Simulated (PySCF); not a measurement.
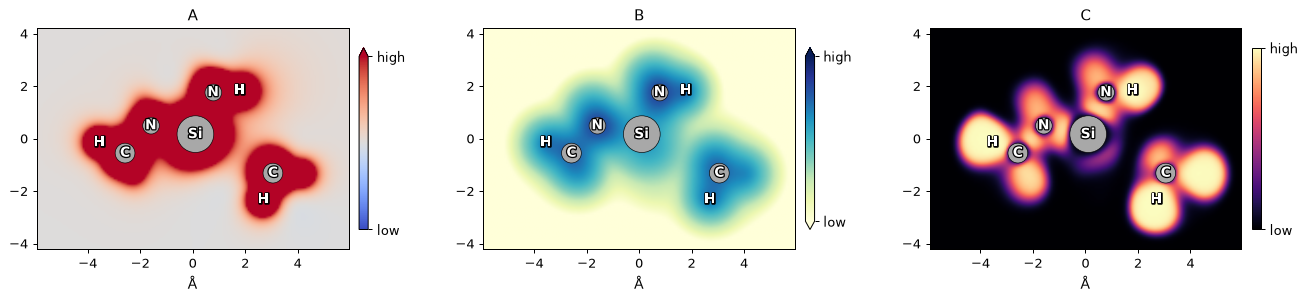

C₅H₁₆N₂Si: 3 fields on the plane of atoms Si5, N6 and H19, with unlabelled colour scales. Grey discs cover the atomic cores.

Geometry: GFN2-xTB.

Level of theory: PySCF 2.14.0, PBE0/pcSseg-1, SCF density, gas phase, non-relativistic.

The calculation's input:

```
{"job": {"kind": "nmr", "xc": "PBE0", "basis": "pcSseg-1"}, "charge": 0, "multiplicity": 1}
C     -2.038537     1.657536     1.061469
C     -2.014144     0.542441     0.025165
C     -0.803476    -0.383067     0.160641
C     -0.911774    -1.512465    -0.864972
Si     0.884942     0.510482    -0.001990
N      0.823444     1.421132    -1.468064
N      2.262908    -0.495384    -0.245690
C      2.707742    -1.455742     0.732355
H     -1.200017     2.335283     0.922628
H     -2.960620     2.230482     0.982276
H     -1.977672     1.243197     2.065484
H     -2.928185    -0.051740     0.127772
H     -2.022241     0.976172    -0.977588
H     -0.852743    -0.837961     1.157091
H     -0.847014    -1.115021    -1.875729
H     -1.861508    -2.038694    -0.764910
H     -0.109441    -2.234538    -0.730303
H      1.195074     1.236520     1.243274
H      0.051058     2.054440    -1.587822
H      1.674171     1.867710    -1.769401
H      2.420900    -0.823280    -1.186438
H      3.762506    -1.690305     0.575169
H      2.139471    -2.393711     0.703208
H      2.593422    -1.023724     1.723930
```

Launched as:

```sh
OMP_NUM_THREADS=1 python probes_run.py task.json out
```

Which field does each panel show? The fields are: electron density, electron localisation function and electrostatic potential.

Panel A: electrostatic potential (strongly positive close to the atoms and fading to about zero outside). Panel B: electron density. Panel C: electron localisation function. From the grid: C–N (1.44 Å): ρ is about 1.9 e/Å³ halfway; the ELF peaks at about 0.90 between the atoms, as expected for a shared electron pair. Si–N (1.72 Å): the density is about 1.1 e/Å³ at the midpoint; the ELF peaks at about 0.90 between the atoms, as expected for a shared but strongly polarised pair.
